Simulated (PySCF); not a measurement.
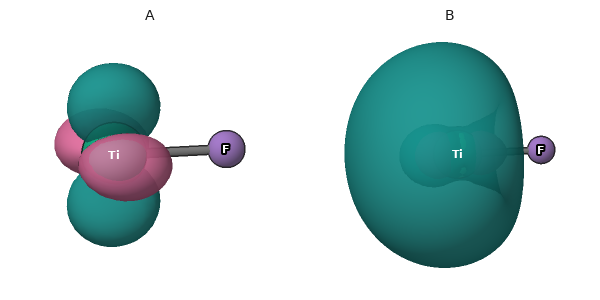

Figure. TiF (quartet). Two frontier α-spin orbitals, each drawn at the value that holds 80 % of its norm (teal and pink are the two phases), in no order; of a degenerate pair one member is drawn.

All numbers below come from PBE0/x2c-TZVPPall, spin-free X2C-1e, Gaussian nucleus, at a bond length of 1.774 Å in PySCF 2.14.0.

Question: Name the orbitals and rank them from lowest to highest energy.

Answer: Orbital B: σ, occupied in this spin, −5.05 eV; almost wholly on Ti.
Orbital A: δ, occupied in this spin, −4.98 eV; almost wholly on Ti.
